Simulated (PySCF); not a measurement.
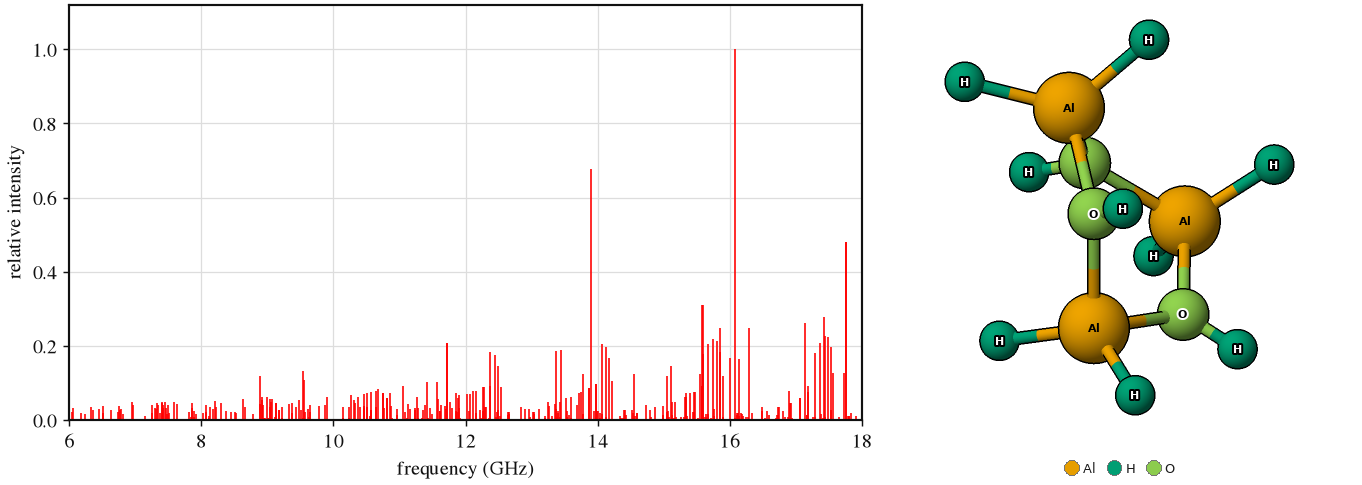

Al₃H₉O₃, singlet. Simulated rotational absorption lines between 6 and 18 GHz at 10 K: rigid rotor with the equilibrium constants and dipole of one optimised conformer (PBE0-D3(BJ)/def2-SVP, PySCF), commonest isotopes; no centrifugal distortion, hyperfine structure, internal rotation or nuclear-spin weights; lines within 1 MHz of each other are summed.

> What are the rotational constants, and what kind of rotor is it?

Rotational constants A, B, C = 2.073, 1.802, 1.089 GHz; Ray's κ = 0.45, an asymmetric top on the oblate side.

> Which dipole components drive the lines?

|μa|, |μb|, |μc| = 0.28, 1.38, 0.99 D; b-type lines carry 90 % of the intensity in this range.

Note: coarse grid, loose stop and no frequency check, small forces are noise and the end may be a saddle.
